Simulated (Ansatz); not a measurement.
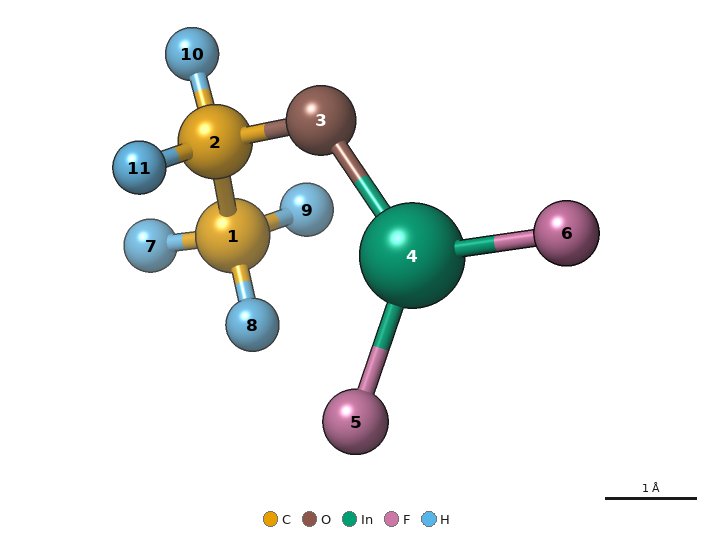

Orthographic view. Atoms fade into the background with distance from the viewer. The geometry was computed by an optimisation with PBE0-D4/def2-TZVP. No frequency run is at hand to confirm it as a minimum.

Write the connection table.

C1: C2, H7, H8, H9
C2: C1, O3, H10, H11
O3: C2, In4
In4: O3, F5, F6
F5: In4
F6: In4
H7: C1
H8: C1
H9: C1
H10: C2
H11: C2
